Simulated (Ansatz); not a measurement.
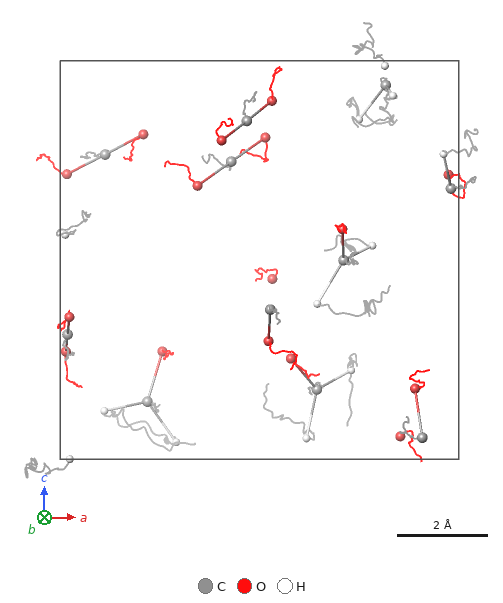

Molecular dynamics of a periodic cell with 5 CO2 + 6 H2CO at 0.955 g/cm³, 158 fs long. Lines trace each atom's path, in the colour of its element; spheres stand at the starting positions. Seen along the b axis in the simulation cell.

These are results of Ansatz, DFT LDA, scalar-relativistic, plane waves, PAW, not measurements. Set-up: plane-wave cutoff 420 eV; k-point mesh 1 × 1 × 1; Fermi-Dirac smearing 0.05 eV; low-accuracy preset; Langevin thermostat (NVT); set temperature 700 K; time step 0.75 fs; H given the mass 2.014 u; friction 0.02 per fs.

Question: Describe the motion.

Answer: Root-mean-square distances from the starting positions over the second half, with the common drift of all atoms taken out: H 1.08 Å, O 0.64 Å, C 0.45 Å. The heavy atoms stay within a fraction of a molecule's size of their starting places, while the hydrogen atoms travel further, as molecules turn; so short a run doesn't tell a liquid from a solid. Over the second half the temperature averages 649 K (spread ±60 K). The potential energy in the second half lies on average 59.1 meV per atom above the first frame.

Limits of the set-up: the program's low-accuracy preset was used; masses were changed (H 2.014 u), which shifts the vibrations.

Cost: 14 min on 1 thread of Arm Neoverse V1, with other jobs on the host, peak memory 0.54 GiB.
